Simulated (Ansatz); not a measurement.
Base system: CdTe in the zinc blende structure (space group F-43m, No. 216; a = 6.4086 Å). Axes: x, y, z lie along the cube axes.

Now apply this change: compressive biaxial strain of 0.83 % in the plane normal to [111], as in epitaxy on a mismatched substrate; the out-of-plane cell vector and the atoms relax.

Computed with Ansatz (a first-principles code) LDA, without spin-orbit coupling.

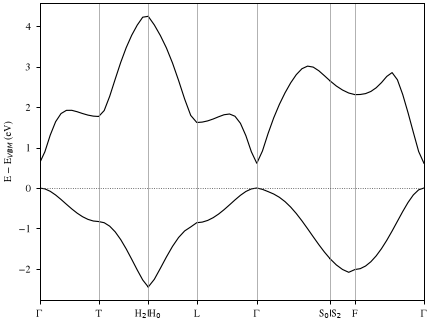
Fig. 1. Highest valence and lowest conduction band along the path of the changed cell's own zone

**Question.** From the figure, how large is the changed gap, and is it direct?

**Answer.** About 0.6 eV, direct at Γ.

Spin-orbit coupling, missing from the scalar runs, can matter with Te. Whether these cells are dynamically stable was not tested. Labels are those of the standard path for the cell's own space group.
